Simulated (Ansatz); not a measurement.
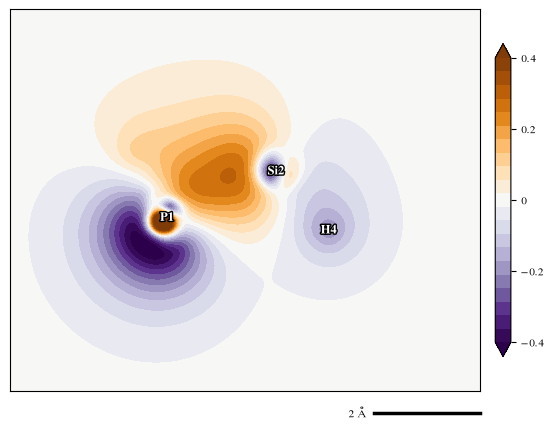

Figure 1: H4PSi (SMILES [SiH2]P) (doublet). The HOMO (β) on the plane of atoms P1, Si2 and H4 (values in Å⁻³ᐟ²; the overall sign is arbitrary).

Geometry: B3LYP-D4/def2-TZVP.

Theory: Ansatz, isolated molecule in a Gaussian basis; Kohn-Sham density functional theory, functional PBE0.

```yaml
atoms:
  - { symbol: P, position_ang: [0.8795, -1.3562, -0.1478] }
  - { symbol: Si, position_ang: [-0.3475, -0.1979, 1.3530] }
  - { symbol: H, position_ang: [2.0055, -1.5557, 0.6905] }
  - { symbol: H, position_ang: [-1.7324, -0.0677, 0.8209] }
  - { symbol: H, position_ang: [0.3050, -2.6236, 0.1239] }
  - { symbol: H, position_ang: [0.2372, 1.1660, 1.4786] }
```

> Where does this orbital lie, and at what energy?

Its weight (Hirshfeld) is mainly on P1 (about 65 %) and Si2 (about 20 %). Its energy is −7.85 eV.
